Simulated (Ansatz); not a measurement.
Geometry relaxation, with input and output: CH$_{8}$FMgNO (part 2 of 2)

CH$_{8}$FMgNO; RKS BLYP-D4/def2-SVP (Ansatz 0.2.0). The input holds or restrains some coordinates. Forces given for the steps count only the free coordinates. It belongs to a series of runs on one base structure; here: pulled along the bonds that form and break, towards end B.

Geometry of the input (Å):
```
Mg -0.9408  -0.2549  0.0005
N  0.6336  -1.5507  1.4047
C  -0.6434  -0.2055  -2.0524
H  0.2308  1.4293  0.9579
O  -0.9392  1.8847  1.1261
H  1.1116  -0.3460  1.1011
F  1.1897  0.7699  0.6294
H  0.6770  -1.6483  2.4108
H  1.2637  -2.2324  1.0005
H  -0.1750  0.7503  -2.2713
H  0.0579  -0.9984  -2.2918
H  -1.5255  -0.3166  -2.6733
H  -0.9405  2.7186  0.6577
```

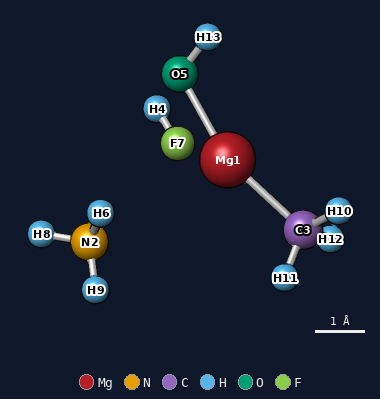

Fig. 1: The geometry at step 8 of the log (ball-and-stick view, seen at a tilt; atoms are numbered from 1 in the order of the input).

**Trajectory as extended XYZ, continued**
```
13
Properties=species:S:1:pos:R:3:forces:R:3 step=2 energy=-12857.45600
Mg   -1.0472   -0.0990   -0.0589    0.7329   1.2817   1.5676
N     0.7297   -1.5773    1.4672   -1.1836   4.8606  -3.0486
C    -0.6470   -0.2047   -2.0553   -0.2571  -0.3038   0.0985
H     0.3576    1.3844    0.9415   -1.1739   0.9165   0.2973
O    -1.0647    1.8693    1.1125    1.2715  -2.2143  -0.5326
H     1.0959   -0.4980    1.1612   -0.4580  -3.2368   1.2314
F     1.1996    0.8792    0.5800    0.1487   0.2952  -0.2593
H     0.6850   -1.6586    2.4396    0.1360  -0.4213   2.2687
H     1.2804   -2.2520    1.0000    0.9627  -1.2776  -0.5170
H    -0.1732    0.7550   -2.2727    0.2211   0.5469  -0.1344
H     0.0610   -1.0024   -2.2924    0.3306  -0.4206  -0.1351
H    -1.5301   -0.3173   -2.6788   -0.4948  -0.0677  -0.5760
H    -0.9471    2.7214    0.6560   -0.2362   0.0412  -0.2606
13
Properties=species:S:1:pos:R:3:forces:R:3 step=3 energy=-12857.15859
Mg   -1.1506    0.0483   -0.0968    0.4082   1.6544   1.5950
N     0.8099   -1.6040    1.5091   -2.1709   1.9837  -1.7631
C    -0.6497   -0.2077   -2.0559   -0.1200  -0.2440  -0.0457
H     0.5237    1.3597    0.9251   -4.8701   2.7842   2.6863
O    -1.2370    1.8625    1.0896    1.0147  -1.2394  -1.1022
H     1.0885   -0.6733    1.2375    0.6694   0.5628   0.0239
F     1.2230    1.0068    0.5236    4.4585  -2.2387  -2.5361
H     0.6876   -1.6669    2.4740    0.0824  -0.6803   2.2124
H     1.2980   -2.2747    0.9906    1.0847  -1.7185  -0.5771
H    -0.1720    0.7590   -2.2741    0.1198   0.3277  -0.1513
H     0.0637   -1.0067   -2.2931    0.1938  -0.3028  -0.0300
H    -1.5345   -0.3181   -2.6856   -0.3519  -0.0485  -0.5241
H    -0.9508    2.7151    0.6560   -0.5187  -0.8407   0.2121
13
Properties=species:S:1:pos:R:3:forces:R:3 step=4 energy=-12857.15416
Mg   -1.2670    0.2006   -0.1343    0.4071   1.3035   1.2537
N     0.8503   -1.6695    1.5523   -1.8541   0.5117  -0.8234
C    -0.6567   -0.2105   -2.0606   -0.1440  -0.0643  -0.0200
H     0.6601    1.3969    0.9662   -2.4402   1.2093   1.7919
O    -1.4249    1.8710    1.0576    1.3651  -0.5873  -1.2385
H     1.1197   -0.7583    1.2893    0.8395   1.6254  -0.4256
F     1.3230    1.1161    0.4154    1.9872  -1.0097  -1.5749
H     0.6905   -1.7130    2.5353    0.2657  -0.7939   0.9766
H     1.3231   -2.3447    0.9896    0.5153  -1.0600   0.1256
H    -0.1715    0.7615   -2.2814    0.0359   0.1026  -0.1870
H     0.0640   -1.0140   -2.2881    0.0252  -0.1577   0.1259
H    -1.5396   -0.3197   -2.7051   -0.1502  -0.0311  -0.4316
H    -0.9711    2.6836    0.6636   -0.8527  -1.0486   0.4272
13
Properties=species:S:1:pos:R:3:forces:R:3 step=5 energy=-12857.37079
Mg   -1.2978    0.2883   -0.1851    0.5512   1.1216   1.2178
N     0.8371   -1.6977    1.5737   -1.0223   1.4331  -0.8284
C    -0.6859   -0.2072   -2.0992   -0.1668  -0.0224  -0.1253
H     0.7920    1.4324    1.1044   -0.2692   0.1407  -0.4985
O    -1.4321    1.8589    1.0724    0.9500  -0.4426  -1.1094
H     1.1890   -0.7616    1.3409    0.2447  -0.1593   0.0111
F     1.3066    1.1741    0.3313   -0.2149  -0.0949   0.5900
H     0.7171   -1.7796    2.5797    0.3819  -0.6111   0.1112
H     1.3199   -2.3953    1.0120    0.1770  -0.3748   0.5070
H    -0.1747    0.7529   -2.3374    0.0160  -0.0441  -0.1797
H     0.0371   -1.0328   -2.2575   -0.0968  -0.0076   0.1114
H    -1.5442   -0.3247   -2.7862    0.0350  -0.0542  -0.2394
H    -1.0642    2.6923    0.6509   -0.5859  -0.8844   0.4322
13
Properties=species:S:1:pos:R:3:forces:R:3 step=6 energy=-12857.60619
Mg   -1.2100    0.3878   -0.2437    0.4507   0.9510   1.3356
N     0.8161   -1.6296    1.6052   -0.6395   1.3042  -0.6534
C    -0.7013   -0.1920   -2.1766   -0.0743   0.0719  -0.1465
H     0.8036    1.4073    1.0838   -0.5520   0.2941   0.0354
O    -1.4229    1.8136    1.1808    0.9625  -0.3065  -1.4254
H     1.3325   -0.7474    1.4515    0.0203  -0.4184  -0.0070
F     1.3221    1.1293    0.3339   -0.0157  -0.1745   0.0747
H     0.7408   -1.8037    2.6080    0.2270  -0.4648  -0.0150
H     1.2150   -2.3651    1.0172    0.1426  -0.2020   0.4320
H    -0.1479    0.7124   -2.5314   -0.0280  -0.1697  -0.0563
H    -0.0149   -1.0627   -2.2452   -0.0602   0.0456   0.0428
H    -1.5534   -0.3513   -2.8652   -0.0035  -0.0642  -0.0960
H    -1.1799    2.7015    0.7814   -0.4298  -0.8668   0.4790
13
Properties=species:S:1:pos:R:3:forces:R:3 step=7 energy=-12857.75586
Mg   -1.0680    0.4792   -0.2933    0.2867   0.7930   1.3184
N     0.8011   -1.6298    1.6155   -0.5499   0.8988  -0.5477
C    -0.7123   -0.1883   -2.2467   -0.0336   0.1416  -0.1171
H     0.8277    1.4548    1.1520   -0.9003   0.4683   0.5524
O    -1.4067    1.7992    1.2118    0.9901  -0.1855  -1.4873
H     1.3481   -0.7651    1.4871    0.0761  -0.2901   0.0225
F     1.3266    1.1377    0.4191    0.2742  -0.3740  -0.5157
H     0.7332   -1.8298    2.6169    0.1607  -0.2964  -0.0332
H     1.2355   -2.3778    1.0655    0.1005  -0.1050   0.3245
H    -0.1703    0.6683   -2.7252   -0.0889  -0.2272   0.0097
H    -0.0475   -1.0777   -2.2981   -0.0385   0.0477   0.0270
H    -1.6155   -0.3934   -2.8594    0.0450  -0.0157  -0.0035
H    -1.2520    2.7226    0.8546   -0.3222  -0.8556   0.4500
13
Properties=species:S:1:pos:R:3:forces:R:3 step=8 energy=-12857.89694
Mg   -0.9077    0.5831   -0.3526    0.0646   0.6081   1.3457
N     0.7965   -1.6247    1.6021   -0.3703   0.4170  -0.4305
C    -0.7225   -0.1789   -2.3019    0.0042   0.1240  -0.0794
H     0.8411    1.5259    1.2142   -1.1167   0.5804   0.8065
O    -1.3986    1.7893    1.2014    1.0374  -0.2195  -1.3840
H     1.4173   -0.8085    1.5338    0.0973  -0.0675   0.0587
F     1.3441    1.1291    0.5315    0.4436  -0.4866  -0.8630
H     0.6904   -1.8559    2.5960    0.0556  -0.1125   0.0175
H     1.2679   -2.3997    1.1188    0.0152  -0.0553   0.1459
H    -0.1998    0.6023   -2.9080   -0.0783  -0.1557   0.0254
H    -0.0929   -1.0939   -2.3342   -0.0104   0.0108   0.0116
H    -1.6807   -0.4094   -2.8170    0.0516   0.0150   0.0386
H    -1.3553    2.7412    0.9156   -0.1938  -0.6583   0.3068
13
Properties=species:S:1:pos:R:3:forces:R:3 step=9 energy=-12857.97297
Mg   -0.7376    0.6831   -0.3852   -0.2622   0.4841   1.2311
N     0.8163   -1.6278    1.5755   -0.2764   0.1670  -0.1945
C    -0.7110   -0.1538   -2.3146    0.0438   0.0407   0.0160
H     0.8402    1.5093    1.2279   -1.2938   0.8980   1.1710
O    -1.3880    1.8135    1.1596    1.1016  -0.4901  -1.2069
H     1.4841   -0.8473    1.5764    0.1103  -0.0443   0.0651
F     1.3448    1.0870    0.5704    0.6375  -0.6309  -1.1929
H     0.6323   -1.8648    2.5608   -0.0015   0.0097  -0.0390
H     1.3135   -2.4317    1.1675   -0.0169   0.0014   0.0076
H    -0.2188    0.5453   -3.0280   -0.0262  -0.0486  -0.0143
H    -0.1294   -1.1008   -2.3328   -0.0068   0.0032  -0.0076
H    -1.7223   -0.3766   -2.7169    0.0120   0.0095   0.0125
H    -1.5241    2.7645    0.9392   -0.0214  -0.3997   0.1520
13
Properties=species:S:1:pos:R:3:forces:R:3 step=10 energy=-12857.99924
Mg   -0.6810    0.7087   -0.4142   -0.2854   0.5451   1.4462
N     0.8141   -1.6235    1.5707   -0.2916   0.1459  -0.2365
C    -0.6919   -0.1481   -2.3291   -0.0245  -0.0040  -0.0061
H     0.9024    1.5898    1.2399   -1.2229   0.9012   1.0579
O    -1.3385    1.8009    1.1569    1.1032  -0.8878  -1.1200
H     1.5005   -0.8608    1.5875    0.1118  -0.0221   0.0633
F     1.2942    1.0668    0.5772    0.7060  -0.7011  -1.1946
H     0.5985   -1.8514    2.5505   -0.0097  -0.0112   0.0049
H     1.2979   -2.4411    1.1758    0.0049  -0.0235   0.0144
H    -0.2188    0.5046   -3.0942    0.0075   0.0084  -0.0095
H    -0.1446   -1.1149   -2.3413    0.0079  -0.0158  -0.0048
H    -1.7279   -0.3536   -2.6747    0.0037  -0.0139  -0.0238
H    -1.6051    2.7227    0.9950   -0.1109   0.0790   0.0086
13
Properties=species:S:1:pos:R:3:forces:R:3 step=11 energy=-12857.99011 accepted=F
Mg   -0.6230    0.7419   -0.4125   -0.3557   0.5240   1.4154
N     0.7943   -1.6544    1.5546   -0.2877   0.0881  -0.2282
C    -0.6839   -0.1419   -2.3169   -0.0340  -0.0085  -0.0231
H     0.9822    1.6245    1.2333   -1.0240   0.8150   0.8443
O    -1.2599    1.8312    1.1664    0.1875   0.4240  -1.4239
H     1.4596   -0.8744    1.5371    0.1682  -0.0026   0.0902
F     1.3495    1.0838    0.5646    0.4965  -0.6196  -0.9491
H     0.5705   -1.8331    2.5438    0.0055   0.0058  -0.0359
H     1.3026   -2.4821    1.2107   -0.0328   0.0481   0.0282
H    -0.2224    0.4911   -3.1042    0.0216   0.0301  -0.0266
H    -0.1480   -1.1150   -2.3295    0.0149  -0.0169   0.0127
H    -1.7286   -0.3443   -2.6408    0.0173   0.0016   0.0090
H    -1.7929    2.6727    0.9934    0.8226  -1.2891   0.2871
13
Properties=species:S:1:pos:R:3:forces:R:3 step=12 energy=-12858.01286
Mg   -0.6650    0.7203   -0.4095   -0.2843   0.5240   1.4198
N     0.8075   -1.6319    1.5657   -0.2998   0.1177  -0.2261
C    -0.6916   -0.1448   -2.3241   -0.0115  -0.0074  -0.0024
H     0.9398    1.6037    1.2247   -1.1510   0.9133   1.0025
O    -1.3001    1.8169    1.1653    0.8661  -0.4558  -1.2344
H     1.4923   -0.8683    1.5753    0.1319  -0.0093   0.0718
F     1.3262    1.0649    0.5703    0.6049  -0.6956  -1.1199
H     0.5837   -1.8441    2.5476   -0.0043   0.0004  -0.0112
H     1.2952   -2.4564    1.1891   -0.0057  -0.0017   0.0135
H    -0.2185    0.5035   -3.0927    0.0135   0.0155  -0.0143
H    -0.1455   -1.1127   -2.3352    0.0063  -0.0053   0.0039
H    -1.7270   -0.3517   -2.6709   -0.0021  -0.0054  -0.0044
H    -1.6971    2.7008    0.9943    0.1360  -0.3903   0.1012
13
Properties=species:S:1:pos:R:3:forces:R:3 step=13 energy=-12858.02213
Mg   -0.6574    0.7234   -0.4095   -0.2877   0.5352   1.4163
N     0.7979   -1.6448    1.5596   -0.2951   0.1311  -0.2262
C    -0.6892   -0.1414   -2.3281    0.0073   0.0052   0.0148
H     0.9859    1.6446    1.1718   -1.0958   0.9788   1.0094
O    -1.2582    1.8255    1.1725    0.9867  -0.8217  -1.2015
H     1.4691   -0.8689    1.5685    0.1258  -0.0141   0.0858
F     1.3418    1.0573    0.5436    0.5522  -0.7733  -1.0977
H     0.5345   -1.8226    2.5387    0.0079   0.0044  -0.0134
H     1.3133   -2.4750    1.2362   -0.0126   0.0051   0.0077
H    -0.2178    0.5098   -3.0962   -0.0001   0.0039  -0.0029
H    -0.1369   -1.1064   -2.3375   -0.0014   0.0063   0.0042
H    -1.7230   -0.3548   -2.6755   -0.0007  -0.0008  -0.0029
H    -1.7601    2.6531    1.0556    0.0135  -0.0600   0.0065
```
